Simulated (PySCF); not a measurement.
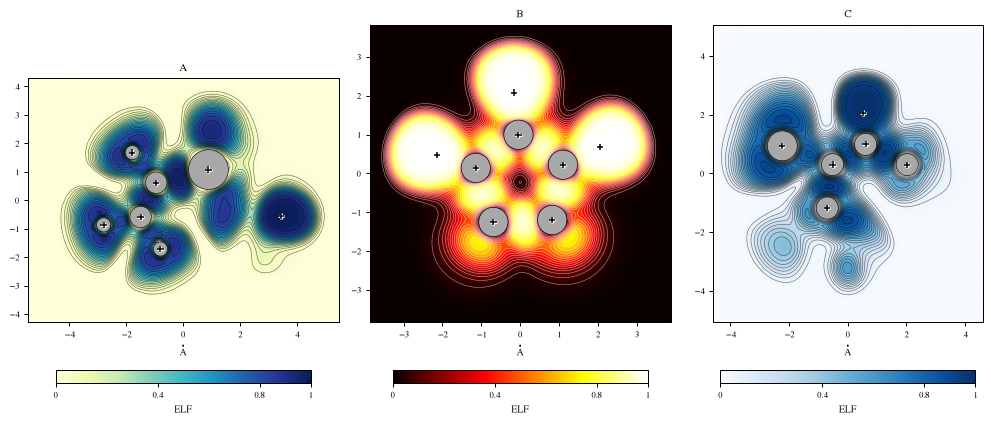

The electron localisation function of 3 systems, each on a plane through atoms (crosses mark nuclei in the plane; grey discs cover the cores).

All numbers below come from PySCF, PBE0/pcSseg-1, SCF density, gas phase, non-relativistic.

System 1: C5H7 (SMILES C1=CCC[CH+]1) (charge +1), the plane of atoms C2, C3 and C4. Geometry: GFN2-xTB, MD frame at 250 fs, 200 K.

```
atom    x (Å)    y (Å)    z (Å)
   C   0.2550   1.5025   0.0666
   C  -1.1106   1.3021   0.1920
   C  -1.4511  -0.0558   0.5660
   C  -0.1075  -0.7581   0.5492
   C   0.8843   0.2715   0.2260
   H   0.8072   2.3904  -0.2545
   H  -1.8003   2.0738  -0.0641
   H  -2.2326  -0.4227  -0.1262
   H  -2.0119  -0.0051   1.5104
   H  -0.0573  -1.6231  -0.1158
   H   0.0208  -1.1944   1.5607
   H   1.9134   0.1278   0.1138
```

System 2: C5H3Cl2O2 (SMILES C=C(Cl)/C(Cl)=C\C(=O)[O-]) (charge −1), the plane of atoms C4, C6 and C7. Geometry: GFN2-xTB, MD frame at 250 fs, 400 K.

```yaml
atoms:
  - { symbol: C, position_ang: [-1.7361, 0.0698, 1.4064] }
  - { symbol: C, position_ang: [-0.6040, 0.7140, 1.4742] }
  - { symbol: Cl, position_ang: [0.0794, 1.0097, 3.0494] }
  - { symbol: C, position_ang: [0.1234, 1.1517, 0.2473] }
  - { symbol: Cl, position_ang: [0.2146, 2.9671, 0.4307] }
  - { symbol: C, position_ang: [0.5404, 0.4145, -0.7665] }
  - { symbol: C, position_ang: [0.3377, -1.1497, -0.8167] }
  - { symbol: O, position_ang: [1.2037, -1.8468, -0.3162] }
  - { symbol: O, position_ang: [-0.7852, -1.3369, -1.2733] }
  - { symbol: H, position_ang: [-2.1479, -0.2975, 2.3304] }
  - { symbol: H, position_ang: [-2.0511, -0.2257, 0.4397] }
  - { symbol: H, position_ang: [0.8275, 0.9439, -1.6701] }
```

System 3: C3H5F3OSi (SMILES CO[SiH2]C(F)=C(F)F), the plane of atoms C4, C6 and F8. Geometry: GFN2-xTB.

```xyz
13

C    -2.1639   -0.8335   -0.0762
O    -0.8668   -0.3658   -0.3066
Si   -0.1127    0.9512    0.2242
C     1.6301    0.6987   -0.4693
F     2.3519    1.8362   -0.5917
C     2.2290   -0.4312   -0.8090
F     1.6547   -1.6222   -0.7218
F     3.4683   -0.5648   -1.2732
H    -2.2591   -1.8020   -0.5667
H    -2.3499   -0.9485    0.9932
H    -2.9016   -0.1421   -0.4886
H    -0.0435    1.0318    1.6852
H    -0.6409    2.1926   -0.3397
```

Q: Match each panel to its system.

A: Panel A is system 3, C3H5F3OSi: the plane holds Si, C, F and H. C–C (1.32 Å): the ELF peaks at about 0.90 between the atoms; a short, multiple covalent bond. Panel B is system 1, C5H7: the plane holds C and H. C–C (1.39 Å): the ELF peaks at about 0.95 between the atoms (a covalent bond). Panel C is system 2, C5H3Cl2O2: the plane holds C, Cl and H. C–C (1.32 Å): the ELF peaks at about 0.90 between the atoms; a multiple bond.
